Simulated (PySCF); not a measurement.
System: C3H7ClO2Si.

```json
{"atom": "Cl", "x (Å)": "2.7566", "y (Å)": "0.7120", "z (Å)": "1.4081"}
{"atom": "Si", "x (Å)": "1.8194", "y (Å)": "-0.2297", "z (Å)": "-0.1739"}
{"atom": "O", "x (Å)": "0.9233", "y (Å)": "0.8788", "z (Å)": "-1.0058"}
{"atom": "C", "x (Å)": "-0.3725", "y (Å)": "1.2047", "z (Å)": "-0.5337"}
{"atom": "C", "x (Å)": "-1.1877", "y (Å)": "-0.0425", "z (Å)": "-0.2190"}
{"atom": "C", "x (Å)": "-0.5257", "y (Å)": "-0.9232", "z (Å)": "0.8322"}
{"atom": "O", "x (Å)": "0.7635", "y (Å)": "-1.3483", "z (Å)": "0.4241"}
{"atom": "H", "x (Å)": "2.8284", "y (Å)": "-0.8577", "z (Å)": "-1.0413"}
{"atom": "H", "x (Å)": "-0.2901", "y (Å)": "1.8427", "z (Å)": "0.3674"}
{"atom": "H", "x (Å)": "-0.8672", "y (Å)": "1.8047", "z (Å)": "-1.3128"}
{"atom": "H", "x (Å)": "-1.3196", "y (Å)": "-0.6279", "z (Å)": "-1.1443"}
{"atom": "H", "x (Å)": "-2.1918", "y (Å)": "0.2520", "z (Å)": "0.1273"}
{"atom": "H", "x (Å)": "-1.1283", "y (Å)": "-1.8258", "z (Å)": "1.0160"}
{"atom": "H", "x (Å)": "-0.4506", "y (Å)": "-0.3794", "z (Å)": "1.7936"}
```

Geometry: PBE0-D3(BJ)/def2-SVP.

All numbers below come from PySCF, CAM-B3LYP/def2-SVPD, SCF density, gas phase.

What can the converged electron density and electron localisation function tell about the bonding?

Si–Cl (2.07 Å): ρ at the midpoint is about 0.87 e/Å³; the ELF peaks at about 0.90 between the atoms; a polar covalent bond.
C–H (1.10 Å): the density is about 1.9 e/Å³ at the midpoint; the ELF climbs to about 1 towards the hydrogen, as it does in any bond to H: a covalent bond by its length.
Si–H (1.47 Å): the density is about 0.83 e/Å³ at the midpoint; the ELF climbs to about 1 towards the hydrogen.

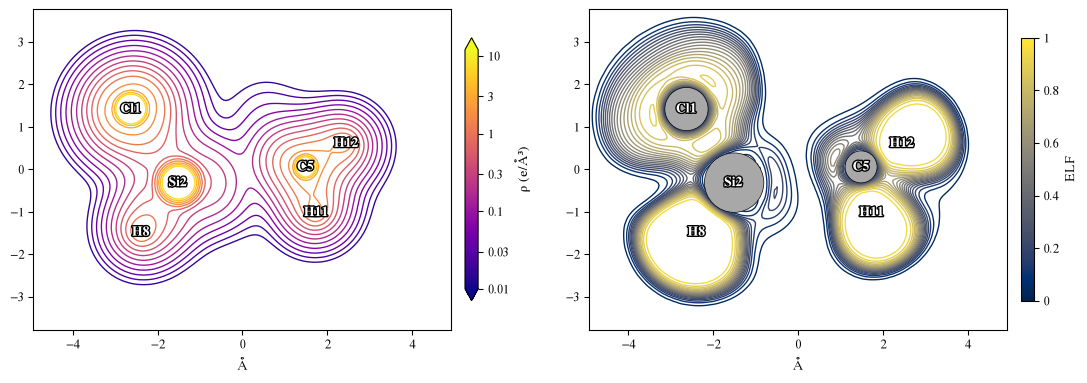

Computed electron density and electron localisation function on the plane of atoms H11, C5 and H12, in this order. Grey discs cover the atomic cores in the ELF map. 
